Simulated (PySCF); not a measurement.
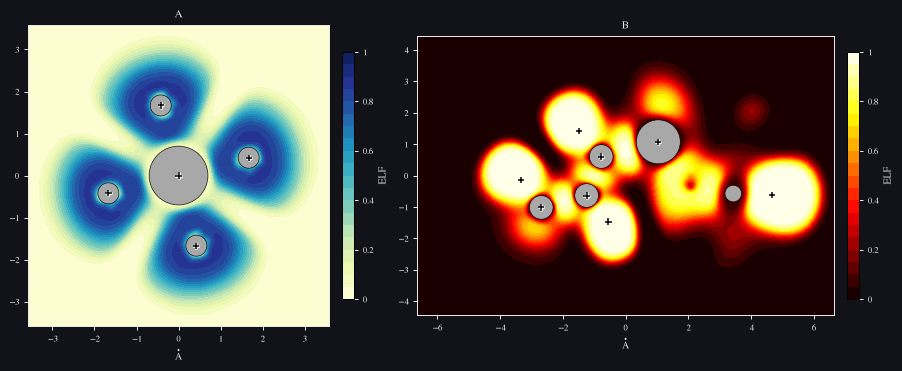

The electron localisation function of 2 systems, each on a plane through atoms (crosses mark nuclei in the plane; grey discs cover the cores).

All numbers below come from PySCF, PBE0/pcSseg-1, SCF density, gas phase, non-relativistic.

System 1: F6Si (charge −2), the plane of atoms F2, Si1 and F5. Geometry: PBE0-D3(BJ)/def2-SVP.

```xyz
7

Si    0.0133   -0.0145   -0.0099
F     0.0121   -0.0164    1.7122
F     0.0138   -0.0132   -1.7316
F     1.7354   -0.0118   -0.0083
F    -1.7081   -0.0165   -0.0103
F     0.0107    1.7071   -0.0101
F     0.0146   -1.7367   -0.0106
```

System 2: C5H13NSi2, the plane of atoms C1, C2 and H12. Geometry: GFN2-xTB.

| atom | x (Å) | y (Å) | z (Å) |
| --- | --- | --- | --- |
| C | 3.5418 | 1.1522 | 0.1791 |
| C | 2.0957 | 0.8612 | -0.0493 |
| C | 1.6148 | -0.2423 | -0.6054 |
| Si | -0.2050 | -0.5980 | -0.8943 |
| C | -1.0476 | -1.6267 | 0.4682 |
| C | -2.5095 | -1.1807 | 0.5708 |
| Si | -2.6038 | 0.6957 | 0.2873 |
| N | -1.1845 | 0.8227 | -0.6931 |
| H | 3.7313 | 1.3073 | 1.2412 |
| H | 4.1665 | 0.3350 | -0.1744 |
| H | 3.8291 | 2.0659 | -0.3413 |
| H | 1.4120 | 1.6346 | 0.2780 |
| H | 2.3196 | -1.0003 | -0.9245 |
| H | -0.3918 | -1.1767 | -2.2381 |
| H | -0.5491 | -1.4360 | 1.4206 |
| H | -0.9856 | -2.7017 | 0.2950 |
| H | -2.9406 | -1.4891 | 1.5241 |
| H | -3.0883 | -1.6839 | -0.2058 |
| H | -2.4704 | 1.4813 | 1.5218 |
| H | -3.7973 | 1.1135 | -0.4552 |
| H | -0.9463 | 1.6830 | -1.1534 |

Question: Which map belongs to which system?

Answer: Panel A is system 1, F6Si: the plane holds Si and F. Si–F (1.72 Å): the ELF peaks at about 0.85 in the valence shell of F, 0.6 Å from its nucleus, and is about 0.55 at the midpoint. Panel B is system 2, C5H13NSi2: the plane holds C, Si and H. C–C (1.33 Å): the ELF peaks at about 0.90 between the atoms; a multiple bond.
